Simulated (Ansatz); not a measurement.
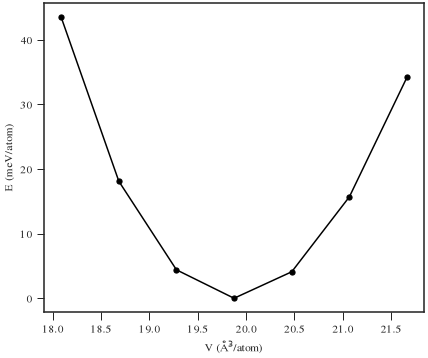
Figure: Y3Si5 in space group P-62m (No. 189; Y on 3f, Si on 2d, Si on 3g) under volume change, r²SCAN in the plane-wave PAW code Ansatz, shape and atoms relaxed at each volume.

Problem. What does a third-order Birch–Murnaghan fit give for V₀, B₀ and B′?

Solution. V₀ = 19.86 Å³/atom, B₀ = 77.1 GPa, B′ = 3.7.

The start of the workflow was typed in or built on a structure type; neither database checked (COD, Materials Project) lists it. Its standing as an ambient phase is unchecked. The r²SCAN relaxation kept the symmetry of its start; whether a distortion lowers the energy is not shown. No spin polarisation was allowed.

Potentials: the later of the program's two PAW sets.
